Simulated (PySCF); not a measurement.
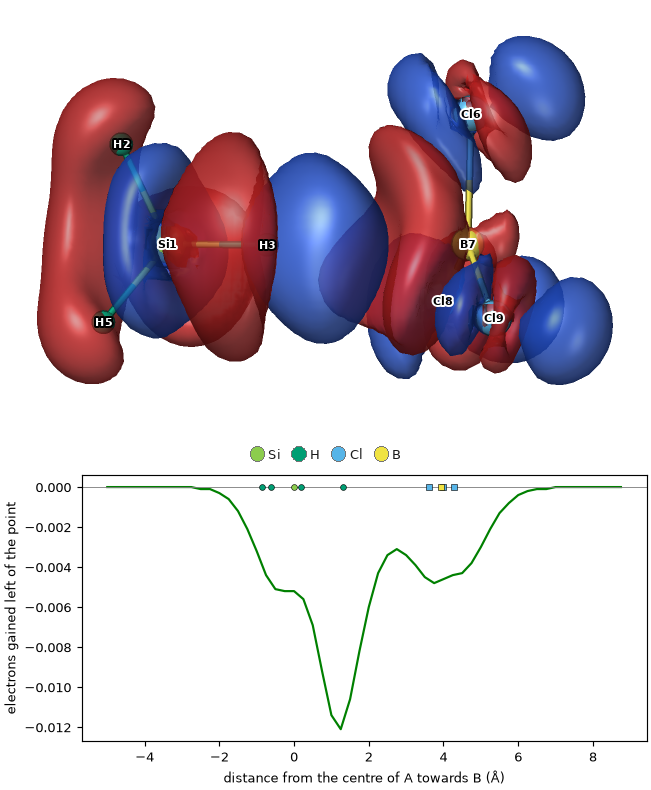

Figure. BCl₃H₄Si, SMILES `[SiH4].ClB(Cl)Cl`. Density of the complex less the densities of the two fragments at the same geometry, ±0.0003 e/Å³ (blue: gain, red: loss). Fragment A: SiH4 (atoms 1–5); fragment B: BCl3. Below: the charge-displacement curve along the line of centres (A on the left).

PySCF calculation, PBE/def2-SVPD, gas phase; geometry: GFN2-xTB. GFN2-xTB bond lengths at metals and heavier atoms can be off by up to 0.1 Å and shapes distorted, which carries into these values.

Input

```python
import numpy as np
from pyscf import gto, scf, dft
from pyscf.scf import atom_ks, atom_hf
from scipy.linalg import block_diag
from pyscf.dispersion import dftd3

def solve(mol, dm0=None, hcore=None):
    mf = (dft.UKS if mol.spin else dft.RKS)(mol, xc='pbe')
    mf.grids.level = 3
    mf = mf.density_fit(auxbasis='def2-universal-jkfit')
    mf.conv_tol, mf.max_cycle = 1e-8, 80
    if hcore is not None:
        mf.get_hcore = lambda *args: hcore
    mf.kernel(dm0)
    if not mf.converged:
        mf = mf.newton().run(mf.mo_coeff, mf.mo_occ, max_cycle=30)
    assert mf.converged, 'SCF not converged'
    return mf

mol = gto.M(atom='''
Si    -2.98292     0.00374    -0.33147
H     -3.57456    -1.31159    -0.55489
H     -1.61060     0.00412    -0.85195
H     -2.94472     0.29719     1.09813
H     -3.75617     1.02521    -1.03030
Cl     0.99286    -1.72075    -0.00588
B      0.94144    -0.00129     0.10077
Cl     0.45207     0.75534     1.57000
Cl     1.43388     0.96184    -1.24201
''', basis='def2-svpd', charge=0, spin=0, verbose=4)
mol_a = gto.M(atom='''
Si    -2.98292     0.00374    -0.33147
H     -3.57456    -1.31159    -0.55489
H     -1.61060     0.00412    -0.85195
H     -2.94472     0.29719     1.09813
H     -3.75617     1.02521    -1.03030
ghost-Cl     0.99286    -1.72075    -0.00588
ghost-B      0.94144    -0.00129     0.10077
ghost-Cl     0.45207     0.75534     1.57000
ghost-Cl     1.43388     0.96184    -1.24201
''', basis='def2-svpd', charge=0, spin=0, verbose=4)
mol_b = gto.M(atom='''
ghost-Si    -2.98292     0.00374    -0.33147
ghost-H     -3.57456    -1.31159    -0.55489
ghost-H     -1.61060     0.00412    -0.85195
ghost-H     -2.94472     0.29719     1.09813
ghost-H     -3.75617     1.02521    -1.03030
Cl     0.99286    -1.72075    -0.00588
B      0.94144    -0.00129     0.10077
Cl     0.45207     0.75534     1.57000
Cl     1.43388     0.96184    -1.24201
''', basis='def2-svpd', charge=0, spin=0, verbose=4)
ab, a, b = solve(mol), solve(mol_a), solve(mol_b)
e_int = ab.e_tot - a.e_tot - b.e_tot
print('counterpoise-corrected interaction energy / kcal/mol', e_int * 627.5095)
def disp(atoms, charge):
    m = gto.M(atom=atoms, charge=charge, basis='sto-3g', spin=None, unit='Bohr', verbose=0)
    return dftd3.DFTD3Dispersion(m, xc='pbe', version='d3bj').get_dispersion()['energy']
e_disp = disp(mol._atom, mol.charge) - disp(mol._atom[:5], mol_a.charge) - disp(mol._atom[5:], mol_b.charge)
print('D3(BJ) part / kcal/mol', e_disp * 627.5095)
# spherically averaged free atoms, for the promolecule
atm = atom_ks.get_atm_nrks(mol, xc='pbe')
pro = block_diag(*[(atm[a[0]][2] * atm[a[0]][3]) @ atm[a[0]][2].T for a in mol._atom])
np.savez('result.npz', e_int=e_int, e_disp=e_disp, dm_a=a.make_rdm1(), dm_b=b.make_rdm1(), c=ab.mo_coeff, occ=ab.mo_occ, eps=ab.mo_energy, pro=pro, d=[f.dip_moment(verbose=0) for f in (ab, a, b)])
```

Command:

```sh
OMP_NUM_THREADS=1 python input.py
```

The run took 3.1 min on 1 thread of Intel(R) Xeon(R) 6975P-C (Granite Rapids) (shared host), peak memory 0.56 GiB.

Partitions, critical points and surface values were worked out afterwards from this run's density.

Q: How is the density rearranged on binding?

A: Hirshfeld charges show 0.004 e passing from A to B. By Hirshfeld charges, electrons gather most on H3 (−0.006 e) and leave Si1 most (+0.004 e); 0.02 e is displaced in all, which induces a dipole of 0.18 D.

Q: What is the interaction energy, and which contacts carry it?

A: The counterpoise-corrected interaction energy of the frozen fragments is +0.3 kcal/mol without dispersion correction and −1.4 kcal/mol with D3(BJ). The pair geometry is semi-empirical, not a minimum at this level. Contacts: H3···B7, 2.72 Å, ρ = 0.007 a.u. The pose is a local one from a semi-empirical search, not shown to be the most stable.
